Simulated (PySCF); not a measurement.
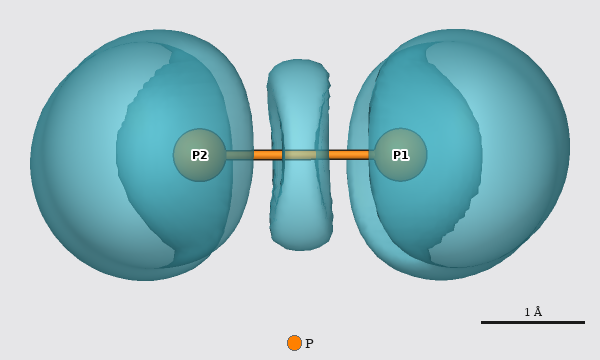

The picture shows: P2 (charge −1, doublet). Isosurface of the ELF at 0.75 (cyan), seen from one side. Only the valence region is drawn (cores and ρ < 0.01 e/Å³ removed).

Computed with PySCF, PBE0/aug-cc-pVDZ(-PP), non-relativistic Hamiltonian with scalar-relativistic core potentials where named, at a bond length of 1.978 Å.

Question: Identify the bonds, lone pairs and shells in this picture.

Answer: The surface consists of one region between bonded P–P atoms (shared pairs) and two lobes on P, pointing away from the bonds (non-bonding electrons).

Values along the shortest contacts:
P–P (1.98 Å): the ELF peaks at about 0.85 between the atoms (a covalent bond).
